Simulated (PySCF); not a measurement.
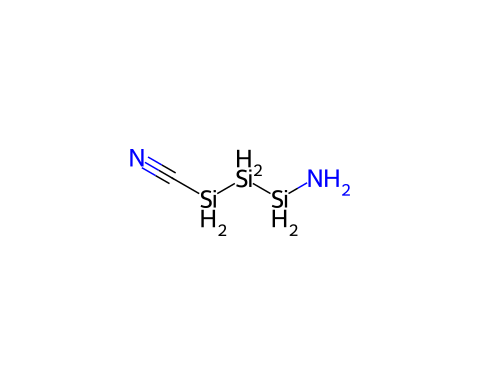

Source: calculation with PySCF.

Skeletal drawing of a molecule.

Transcribe the drawing into SMILES.

Answer. N#C[SiH2][SiH2][SiH2]N

What is the molecular formula?

Answer. CH8N2Si3.

An optimisation with PBE0-D3(BJ)/def2-SVP gave a structure of which point group?

Answer. C1. Other conformers may differ.
